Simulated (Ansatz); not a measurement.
**Lattice dynamics of SnPt (model cell, started as zinc blende)**

How does SnPt (model cell, started as zinc blende) vibrate, and is this structure a minimum?

Main program and level: Ansatz 0.2.0; DFT LDA, scalar-relativistic, plane waves, PAW.

The structure was built from a prototype and need not be the compound's stable phase.

## (1) The starting structure

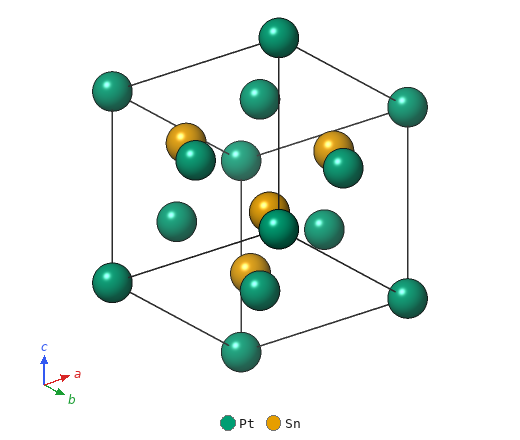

The cell as given, from a free direction (platinum teal, tin orange). This picture shows the conventional cell, with its axes. Some periodic images of atoms are drawn too.

## (2) Rough relaxation

The start is far from rest, so a relaxation with loose tolerances brings it close first.

input.yaml

```yaml
crystal:
  lattice:
    - [0.0, 3.06631, 3.06631]
    - [3.06631, 0.0, 3.06631]
    - [3.06631, 3.06631, 0.0]
  atoms:
    - { symbol: Pt, position: [0.0, 0.0, 0.0] }
    - { symbol: Sn, position: [0.25, 0.25, 0.25] }
kpoints:
  mp_grid: { grid: [6, 6, 6] }
hamiltonian:
  xc: lda
scf:
  occupations: { method: gaussian, width: 0.1 }
output:
  forces: true
  stress: true
  eigenvalues: true
relax:
  adjacent_minimum: "off"
  f_tol: 0.05
  max_steps: 80
  cell: { stress_tol: 0.5 }
```

Command:

```console
$ ansatz run input.yaml --threads 4 --pin off --max-ram 7168MiB --backend cpu --events-out ev --progress --plain --runs-dir out
```

Numbers of over 12 decimals in the logs are rounded to 6 here.

Log:

```text
The last accepted step is kept in <dir> (removed where the run ends without a failure and the disk answers)
Engine: ansatz 0.2.0, aarch64-unknown-linux-gnu
Pseudopotentials: kind: paw
Pseudopotential: Pt, paw, valence charge 18, recommended cutoff 420 eV (normal), Pt.paw.azcp
Pseudopotential: Sn, paw, valence charge 14, recommended cutoff 420 eV (normal), Sn.paw.azcp
Functional definition: SPW92
  exchange = slater_x
[...]
--- Relaxed structure (4 steps of the walk, 4 accepted, 1 SCFs on fresh bases) ---
  F+E_penalty+E_count = -18124.53725660 eV   max|allowed force component| = 1.327e-16 eV/Å   (the final SCF, on the basis selected at the relaxed cell)
  cell:  # Å, volume = 51.6091 Å³
    - [0, 2.955054, 2.955054]
    - [2.955054, 0, 2.955054]
    - [2.955054, 2.955054, 0]
  atoms:
    - { symbol: Pt, position: [0, 0, 0] }
    - { symbol: Sn, position: [0.25, 0.25, 0.25] }
[key lines of the parts left out:]
SCF converged after 4 iterations
Free energy (F): -18124.537257 eV
Fermi energy:    11.168216 eV
P = ⅓ Tr σ = -0.0523 GPa (-0.523 kbar)
```

Wall time 2.7 s (4 threads of Arm Neoverse V2, shared host); peak memory 0.34 GiB; 8.7 s of CPU time.

Step by step:

```tsv
step	energy less that of the first step (eV)	largest force component (eV/Å)	pressure (GPa)	volume (Å³)
1	0.0000	0.0000	-8.08	57.66
2	-0.1505	0.0000	4.03	49.63
3	-0.1720	0.0000	-0.85	52.04
4	-0.1734	0.0000	-0.06	51.61
5*	-0.1714	0.0000	-0.05	51.61
```

Relaxation steps marked * repeat the geometry before them on a plane-wave basis chosen anew for their cell, so energy and pressure can jump there.

Forces are held to the 24 operations that the run works with; a distortion that breaks them can't arise in this run.

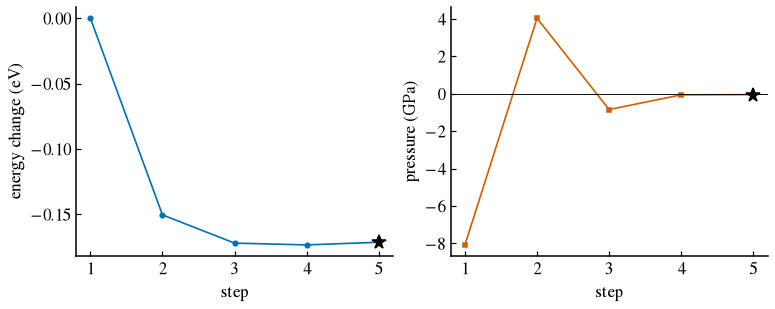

Energy and pressure along the relaxation. Stars mark steps on a basis chosen anew.

```tsv
conventional cell, symmetrised	before	after	change
a (Å)	6.133	5.910	-3.6 %
b (Å)	6.133	5.910	-3.6 %
c (Å)	6.133	5.910	-3.6 %
volume (Å³/atom)	28.83	25.80	-10.5 %
```

The relaxed structure:

```
Pt Sn
1.0
     0.00000    2.95505    2.95505
     2.95505    0.00000    2.95505
     2.95505    2.95505    0.00000
Pt Sn
1 1
Cartesian
  0.0000 0.0000 0.0000
  1.4775 1.4775 1.4775
```

Numbers from this step:

- pressure: -0.05229 GPa
- volume per atom: 25.80 Å³
- gap on the k-mesh: 0 eV

In this step the volume went from 28.83 to 25.80 Å³/atom.

## (3) Relaxation

Harmonic phonons are second derivatives at a point where the forces vanish, and they are wanted at zero stress, so atoms and cell are relaxed first.

input.yaml

```yaml
crystal:
  lattice:
    - [0.0, 2.9550535094, 2.9550535094]
    - [2.9550535094, 0.0, 2.9550535094]
    - [2.9550535094, 2.9550535094, 0.0]
  atoms:
    - { symbol: Pt, position: [0.0, 0.0, 0.0] }
    - { symbol: Sn, position: [0.25, 0.25, 0.25] }
kpoints:
  mp_grid: { grid: [12, 12, 12] }
hamiltonian:
  xc: lda
scf:
  occupations: { method: gaussian, width: 0.1 }
output:
  forces: true
  stress: true
  eigenvalues: true
  write_density: true
  write_potential: true
  elf: true
  volumetric_format: npy
relax:
  adjacent_minimum: "off"
  f_tol: 0.005
  max_steps: 80
  cell: { stress_tol: 0.05 }
```

Log:

```text
[...]
Crystal: 2 atoms, lattice volume = 51.609 Å³
Basis set: ecut = 420 eV, 965 PW (Γ)
Bands: 20, of which v1, the nominal top of the filled ones, is band 16 counted from 1 (15 counted from 0)
Symmetry: 24 space group operations
[...]
k-points: 72 of 1728 (time reversal used)
[...]
SCF iter   1: F=—  HF=-18124.570894 eV  |F-HF|=—  |Δ(HF+E_count)|=         —  Δρ=5.77e-3  dr2=9.67e-3  ethr=1.77e-3  ⟨swp⟩=5.7  Hψ=6736  notcnv=0
[...]
SCF iter   7: F=-18124.567139 eV  HF=-18124.567139 eV  |F-HF|=5.13e-10  |Δ(HF+E_count)|=   2.26e-8  Δρ=4.20e-6  dr2=1.50e-8  ethr=3.13e-10  ⟨swp⟩=9.5  Hψ=9432  notcnv=0
SCF 1 converged in 7 iterations: F = -18124.567139 eV  dr2 = 1.50e-8
[...]
relax step   1: F+E_penalty+E_count = -18124.56713871 eV  Δ(F+E_penalty+E_count) = +0.000e0 eV  max|allowed force component| = 8.558e-17 eV/Å  Δτ_max = 0.0000 Å  P = -0.170 GPa  Ω = 51.609 Å³  (7 SCF iters, dr2 threshold 1.00e-7 eV, accepted)
Crystal: 2 atoms, lattice volume = 51.449 Å³
[...]
SCF iter   4: F=-18124.567224 eV  HF=-18124.567224 eV  |F-HF|=1.35e-8  |Δ(HF+E_count)|=   8.47e-8  Δρ=6.24e-6  dr2=4.43e-8  ethr=2.25e-10  ⟨swp⟩=7.6  Hψ=10198  notcnv=0
SCF 2 converged in 4 iterations: F = -18124.567224 eV  dr2 = 4.43e-8
relax step   2: F+E_penalty+E_count = -18124.56722379 eV  Δ(F+E_penalty+E_count) = -8.508e-5 eV  max|allowed force component| = 1.148e-16 eV/Å  Δτ_max = 0.0000 Å  P = +0.132 GPa  Ω = 51.449 Å³  energy of the carried Pulay correction = +6.550e-5 eV  (4 SCF iters, dr2 threshold 7.21e-8 eV, accepted)
Crystal: 2 atoms, lattice volume = 51.519 Å³
[...]
SCF iter   4: F=-18124.567224 eV  HF=-18124.567224 eV  |F-HF|=8.69e-10  |Δ(HF+E_count)|=   1.13e-8  Δρ=1.47e-6  dr2=1.72e-9  ethr=1.35e-10  ⟨swp⟩=7.9  Hψ=8245  notcnv=0
SCF 3 converged in 4 iterations: F = -18124.567224 eV  dr2 = 1.72e-9
relax step   3: F+E_penalty+E_count = -18124.56722374 eV  Δ(F+E_penalty+E_count) = +4.691e-8 eV  max|allowed force component| = 9.339e-17 eV/Å  Δτ_max = 0.0000 Å  P = -0.000 GPa  Ω = 51.519 Å³  energy of the carried Pulay correction = +3.693e-5 eV  (4 SCF iters, dr2 threshold 4.33e-8 eV, accepted)
[...]
SCF iter   1: F=—  HF=-18124.567194 eV  |F-HF|=—  |Δ(HF+E_count)|=         —  Δρ=3.16e-6  dr2=3.27e-9  ethr=2.07e-7  ⟨swp⟩=3.0  Hψ=10334  notcnv=0
eigensolver tolerance schedule: the retry pair's looser diagonalisation over-reported the residual by 20271.23 of it (diagonalisation noise at an unbounded share of the residual, at the tolerance the schedule requests for it); recorded, not acted on — ethr = c·dr2/N_el stays at c = 1.0e-1
SCF iter   2: F=—  HF=-18124.567191 eV  |F-HF|=—  |Δ(HF+E_count)|=   2.85e-6  Δρ=1.69e-6  dr2=1.45e-9  ethr=1.02e-11  ⟨swp⟩=4.0  Hψ=3692  notcnv=0
[...]
SCF iter   5: F=-18124.567191 eV  HF=-18124.567191 eV  |F-HF|=7.28e-12  |Δ(HF+E_count)|=  3.27e-11  Δρ=1.63e-7  dr2=1.68e-11  ethr=1.00e-12  ⟨swp⟩=5.4  Hψ=6833  notcnv=0
SCF 4 converged in 5 iterations: F = -18124.567191 eV  dr2 = 1.68e-11
relax step   4: F+E_penalty+E_count = -18124.56719140 eV  Δ(F+E_penalty+E_count) = +3.235e-5 eV  max|allowed force component| = 8.529e-17 eV/Å  Δτ_max = 0.0000 Å  P = -0.000 GPa  Ω = 51.519 Å³  stress off target by 2.53e-4 GPa  SCF on the basis re-selected at this cell (its energy is not comparable with the rows above)  (5 SCF iters)
[...]
SCF converged after 5 iterations
Free energy (F): -18124.567191 eV
[...]
Internal energy: -18124.562503 eV  (E = F + TS)
E sigma→0 (E₀):  -18124.564847 eV
Entropy (-TS):   -0.004689 eV (-2.344 meV/atom)
Fermi energy:    11.034140 eV
[...]
--- Stress (GPa, compression-positive) ---
       -0.000253       0.000000       0.000000
        0.000000      -0.000253      -0.000000
        0.000000       0.000000      -0.000253
  P = ⅓ Tr σ = -0.0003 GPa (-0.003 kbar)
--- Band table (eV; the first three rows and the last of 72) ---
  k-point 0: bands = [... 12 lower, 7.0042, 8.3132, 8.3132, 16.2667, 16.9221, 16.9221, 16.9221, 18.0080]
  k-point 1: bands = [... 12 lower, 7.0298, 8.3032, 8.3032, 15.2945, 16.5359, 16.5359, 16.7379, 18.3825]
  k-point 2: bands = [... 12 lower, 7.0959, 8.2842, 8.2842, 13.5564, 15.8882, 15.8882, 16.6388, 18.9511]
  k-point 71: bands = [... 12 lower, 7.7867, 8.3235, 8.6313, 9.7829, 10.1387, 11.5359, 19.2947, 19.5984]
--- Relaxed structure (3 steps of the walk, 3 accepted, 1 SCFs on fresh bases) ---
[...]
cell:  # Å, volume = 51.5188 Å³
    - [0, 2.953329, 2.953329]
    - [2.953329, 0, 2.953329]
    - [2.953329, 2.953329, 0]
  atoms:
    - { symbol: Pt, position: [0, 0, 0] }
    - { symbol: Sn, position: [0.25, 0.25, 0.25] }
```

Elapsed: 7.4 s, on 4 threads; peak memory 0.42 GiB; 28 s of CPU time.

Little changed from the start: no atom moved by 0.005 Å and no cell edge by 0.1 %.

This step gave:

```yaml
pressure: -2.53e-4 GPa
volume_per_atom: 25.76 Å³
```

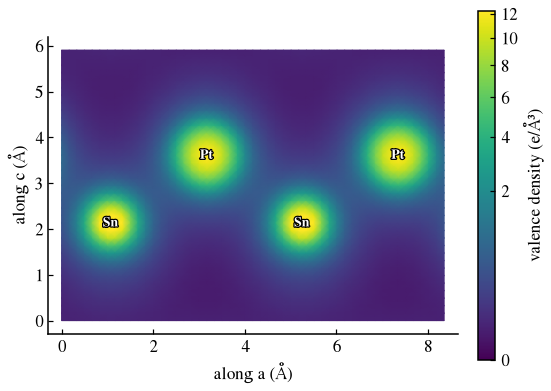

Valence density in the ac plane of a cell with a along [110], b along [-110] and c along [001] of the cube at fractional y = 0.000, with atoms of Pt and Sn within 0.2 Å of it. It is the smooth field of the valence electrons, not physical close to the nuclei. The map starts off the cell's origin, so that atoms lie inside it. The colour scale is stretched toward low values.

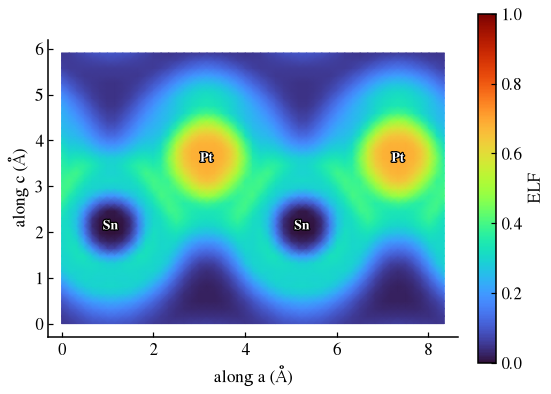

ELF in the ac plane of a cell with a along [110], b along [-110] and c along [001] of the cube at fractional y = 0.000, with atoms of Pt and Sn within 0.2 Å of it. It is the smooth field of the valence electrons, not physical close to the nuclei. The map starts off the cell's origin, so that atoms lie inside it.

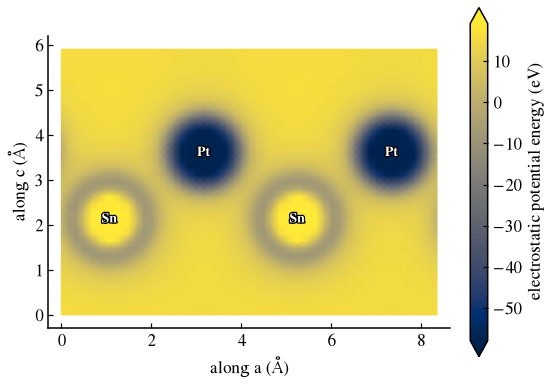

Electrostatic potential energy in the ac plane of a cell with a along [110], b along [-110] and c along [001] of the cube at fractional y = 0.000, with atoms of Pt and Sn within 0.2 Å of it. With pseudopotentials it is smooth inside the atoms' cores, unlike the true potential. The map starts off the cell's origin, so that atoms lie inside it.

In this step the volume went from 25.80 to 25.76 Å³/atom.

## (4) Tight relaxation

Phonons need a cell at rest on their own settings, so the relaxation is repeated with tight tolerances on forces and stress on the k mesh and occupations of the first response run.

input.yaml

```yaml
crystal:
  lattice:
    - [0.0, 2.9533293504, 2.9533293504]
    - [2.9533293504, 0.0, 2.9533293504]
    - [2.9533293504, 2.9533293504, 0.0]
  atoms:
    - { symbol: Pt, position: [0.0, 0.0, 0.0] }
    - { symbol: Sn, position: [0.25, 0.25, 0.25] }
kpoints:
  mp_grid: { grid: [12, 12, 12] }
hamiltonian:
  xc: lda
scf:
  occupations: { method: methfessel_paxton, width: 0.15 }
output:
  forces: true
  stress: true
  eigenvalues: true
relax:
  adjacent_minimum: "off"
  f_tol: 0.001
  max_steps: 60
  cell: { stress_tol: 0.01 }
```

Log:

```text
[...]
Crystal: 2 atoms, lattice volume = 51.519 Å³
Basis set: ecut = 420 eV, 965 PW (Γ)
Bands: 20, of which v1, the nominal top of the filled ones, is band 16 counted from 1 (15 counted from 0)
Symmetry: 24 space group operations
[...]
k-points: 72 of 1728 (time reversal used)
[...]
k-point 71: bands = [... 12 lower, 7.7869, 8.3237, 8.6314, 9.7830, 10.1387, 11.5359, 19.2947, 19.5984]
--- Relaxed structure (1 steps of the walk, 1 accepted, 1 SCFs on fresh bases) ---
[...]
cell:  # Å, volume = 51.5188 Å³
    - [0.0, 2.9533293504, 2.9533293504]
    - [2.9533293504, 0.0, 2.9533293504]
    - [2.9533293504, 2.9533293504, 0.0]
  atoms:
    - { symbol: Pt, position: [0.0, 0.0, 0.0] }
    - { symbol: Sn, position: [0.25, 0.25, 0.25] }
[key lines of the parts left out:]
SCF converged after 8 iterations
Free energy (F): -18124.564869 eV
Fermi energy:    11.028806 eV
P = ⅓ Tr σ = -0.0054 GPa (-0.054 kbar)
```

It took 4 s on 4 threads; peak memory 0.42 GiB.

Little changed from the start: no atom moved by 0.005 Å and no cell edge by 0.1 %.

This step gave:

```yaml
pressure: -0.005431 GPa
```

The forces vanish by symmetry and the pressure is -0.005 GPa, within the tolerances set. The cell now holds 25.76 Å³/atom.

## (5) Modes at Γ

The zone centre comes first: it holds the modes that light can see, as far as symmetry allows. No field response is asked, since the mesh shows no gap.

input.yaml: that of step 4 with these lines changed.

```diff
@@ -15,9 +15,4 @@
 output:
-  forces: true
-  stress: true
   eigenvalues: true
-relax:
-  adjacent_minimum: "off"
-  f_tol: 0.001
-  max_steps: 60
-  cell: { stress_tol: 0.01 }
+phonons:
+  method: dfpt
```

Log:

```text
zone centre: on kpoints.mp_grid the ground state, and the responses unless they are solved on pairs of k-points, stand on 163 of the mesh's 1728 k-points, reduced under 8 symmetry operations, with k and −k counted as one. Each operation leaves every solved displacement unchanged or reverses it
[...]
Crystal: 2 atoms, lattice volume = 51.519 Å³
Basis set: ecut = 420 eV, 965 PW (Γ), exchange–correlation on 60×60×60 points (8 copies of the dense FFT grid, shifted against one another)
Bands: 20, of which v1, the nominal top of the filled ones, is band 16 counted from 1 (15 counted from 0)
Symmetry: 24 space group operations
k-points: 163 of 1728 (irreducible under 8 space group operations, time reversal used)
[...]
SCF iter   1: F=—  HF=-18124.568578 eV  |F-HF|=—  |Δ(HF+E_count)|=         —  Δρ=5.76e-3  dr2=9.60e-3  ethr=1.77e-3  ⟨swp⟩=5.6  Hψ=15142  notcnv=0
[...]
SCF iter  10: F=-18124.564869 eV  HF=-18124.564869 eV  |F-HF|=0.00e0  |Δ(HF+E_count)|=  1.09e-11  S|Δr|=    0.00e0  Δρ=9.19e-8  dr2=6.70e-12  ethr=1.00e-12  ⟨swp⟩=6.7  Hψ=14305  notcnv=0
SCF 1 converged in 10 iterations: F = -18124.564869 eV  dr2 = 6.70e-12
[...]
DFPT response loops at Γ: preconditioner auto → Kerker (q_TF=auto, 2.520 Å⁻¹) (partly filled bands, converged f_vac=0.032); β = 1.00, the filter's whole step (`scf.mixing.beta` (0.50) is not read by the response loops under this deck's `scf.mixing.preconditioner`; to damp them name `kerker` or `kerker_dos`, under which they read `scf.mixing.beta`, and type it under 1.00, their step now; both keys bind the ground state too); Broyden in place of MSR1
SCF converged after 10 iterations
[...]
Free energy (F): -18124.564869 eV
[...]
Internal energy: -18124.565042 eV  (E = F + TS)
E sigma→0 (E₀):  -18124.564912 eV
Entropy (-TS):   0.000173 eV (0.086 meV/atom)
Fermi energy:    11.028806 eV
[...]
--- Band table (eV; the first three rows and the last of 163) ---
  k-point 0: bands = [... 12 lower, 7.0044, 8.3134, 8.3134, 16.2667, 16.9221, 16.9221, 16.9221, 18.0081]
  k-point 1: bands = [... 12 lower, 7.0299, 8.3034, 8.3034, 15.2945, 16.5359, 16.5359, 16.7379, 18.3825]
  k-point 2: bands = [... 12 lower, 7.0961, 8.2843, 8.2843, 13.5565, 15.8882, 15.8882, 16.6388, 18.9511]
  k-point 162: bands = [... 12 lower, 7.7869, 8.3237, 8.6314, 9.7830, 10.1387, 11.5359, 19.2947, 19.5984]
--- Phonons (Γ-DFPT): 2 representative perturbations + reference, on 163 of 1728 k-points (Σ response iterations 6) ---
  k mesh reduced under 8 symmetry operations, with k and −k counted as one. Each operation leaves every solved displacement unchanged or reverses it
  ASR residual: 8.732e-5 → 0.000e0 eV/Å²; symmetrization residual: 4.547e-5 eV/Å²
  ASR residual per site (eV/Å²): 8.73e-5 2.24e-5
  Γ frequencies (cm⁻¹): 0.00 0.00 0.00 191.17 191.17 191.17
  non-analytic LO–TO correction: not included (Born effective charges unavailable; polar crystals: no LO–TO splitting at Γ)
```

Wall time 14 s (4 threads); peak memory 0.72 GiB; 53 s of CPU time.

In the SCF lines HF is the Harris–Foulkes energy and dr2 the Hartree energy of the density residual, in eV; the loop may stop once dr2 is under the threshold and the program's other checks hold. Hψ counts applications of the Hamiltonian.

Numbers from this step:

| Property | Result |
| --- | --- |
| sum-rule residual before enforcement | 8.73e-5 eV/Å² |
| point group | -43m |
| highest optical mode at the zone centre (no LO-TO term) | 191.2 cm⁻¹ |
| lowest optical zone-centre mode | 191.2 cm⁻¹ |

Patterns of degenerate modes are one choice out of their space. Modes at Γ, with each element's share of the kinetic energy:

```tsv
mode	frequency (cm⁻¹)	symmetry	Pt %	Sn %
1	0.0	acoustic	62	38
2	0.0	acoustic	62	38
3	0.0	acoustic	62	38
4	191.2	T2	38	62
5	191.2	T2	38	62
6	191.2	T2	38	62
```

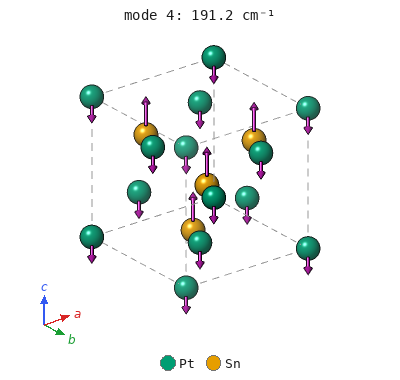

Displacement patterns of mode 4 at Γ; arrows are exaggerated. Some periodic images of atoms are drawn too.

Before it was imposed, the acoustic sum rule was missed by 8.7e-5 eV/Å². Small misses are needed for a sound result but don't prove that mesh and cutoff are converged. The lowest optical mode is real, 191 cm⁻¹.

(Continued in part 2 of 2.)

[Logs are printed without paths, hosts, clocks, repeated set-up lines and the standing remarks that a program may print on its own settings, such as how far it seeks lower states.]

[Hosts, paths, dates, database ids (printed as entryN), source tags and the programs' standing remarks are cut or masked in the printed files.]
